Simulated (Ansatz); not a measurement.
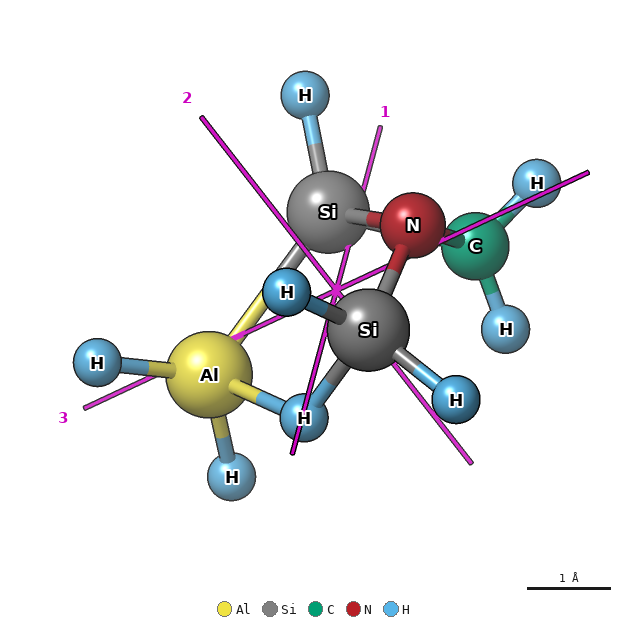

The three principal axes of inertia are drawn and numbered. Depth is shown by fading: the farther an atom, the more it takes the colour of the background. The geometry was computed by an optimisation with PBE0-D4/def2-TZVP. No frequency run is at hand to confirm it as a minimum. Masses are those of the most abundant isotopes; constants are for the rigid equilibrium geometry.

> Which line is the a axis (least moment of inertia), which b and which c?

a is line 3, b is line 1, c is line 2; the moments are 170, 219, 335 u Å².

> Classify the rotor and give the rotational constants (MHz).

An asymmetric top (C1): A = 2974, B = 2309, C = 1511 MHz. Ray's parameter κ is 0.09, midway between the limits.
